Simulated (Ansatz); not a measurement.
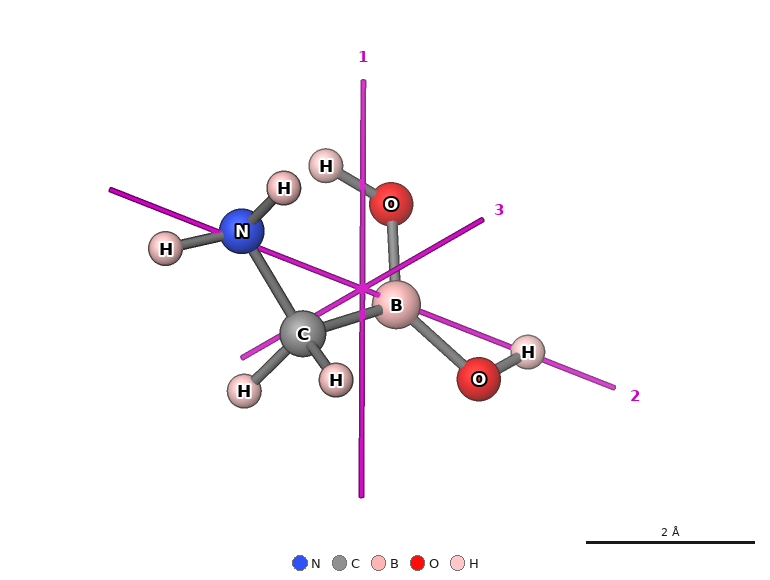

The three principal axes of inertia are drawn and numbered. Distant atoms are faded towards the background colour. Computed geometry: PBE0-D4/def2-TZVP optimisation. No frequency run is at hand to confirm it as a minimum. Masses are those of the most abundant isotopes; constants are for the rigid equilibrium geometry.

Question: Which line is the a axis (least moment of inertia), which b and which c?

Answer: a is line 2, b is line 1, c is line 3; the moments are 54.7, 140, 187 u Å².

Question: Classify the rotor and give the rotational constants (GHz).

Answer: An asymmetric top (C1): A = 9.24, B = 3.62, C = 2.70 GHz. Ray's parameter κ is −0.72, nearer the prolate limit.
